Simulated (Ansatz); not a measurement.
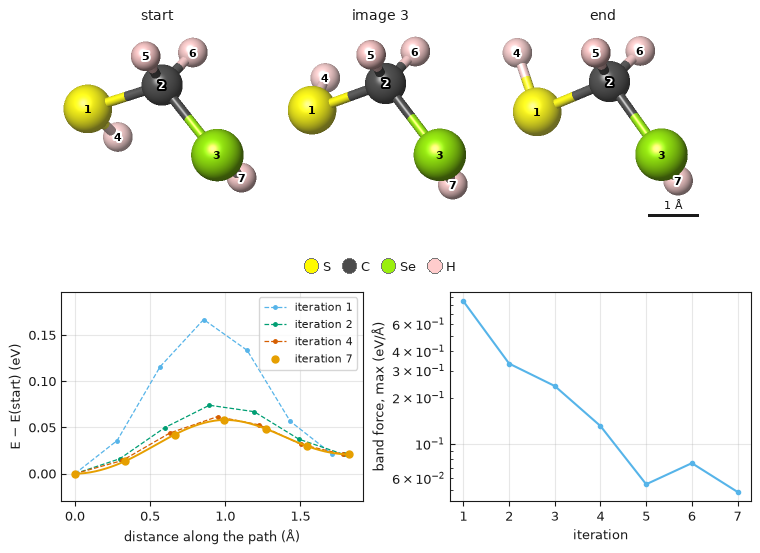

A nudged-elastic-band calculation for CH4SSe. Images are numbered from 0 (start) to 6 (end). The plot follows the band through its iterations. The picture is a ball-and-stick view, seen from a free direction.

Theory: RKS PBE0-D4/def2-SVP (Ansatz). Settings: 5 movable images; climbing image; force threshold 0.05 eV/Å; iteration limit 60; starting path by image-dependent pair potential.

Question: Judge this run.

Answer: The result is final at these settings. The band converged in 7 iterations. The largest component of the band force went from 0.85 to 0.049 eV/Å. The climbing image converged on the top of the path. Its vibrational analysis gives one imaginary mode (202i cm⁻¹), as a transition state must have. The first iteration put the highest image at 0.167 eV. The highest point, image 3, lies 0.058 eV above the start and 0.037 eV above the end; the end is at +0.021 eV relative to the start.
